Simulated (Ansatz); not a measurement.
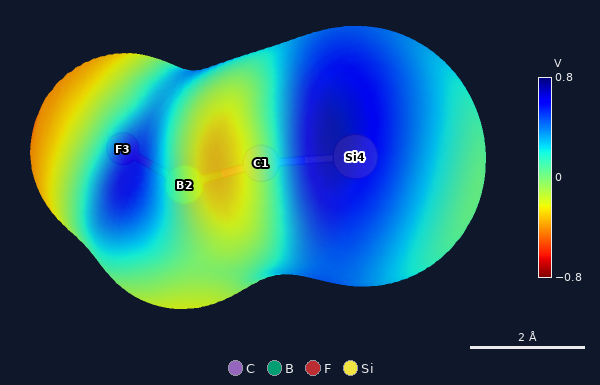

Figure 1: CBFSi (SMILES FB=C=[Si]) (triplet). The molecular electrostatic potential painted on the density surface at 0.001 e/bohr³, seen at a tilt; the colour scale runs from red (negative) to blue (positive).

Geometry: r2SCAN-D4/def2-SVP.

Computed with Ansatz, isolated molecule in a Gaussian basis; Kohn-Sham density functional theory, functional PBE0.

Question: Where is the surface potential most negative and most positive?

Answer: The most negative region (about −0.5 V, or −12 kcal/mol for a unit charge) lies over F3, the most positive (about +0.7 V, or +16 kcal/mol for a unit charge) over Si4.
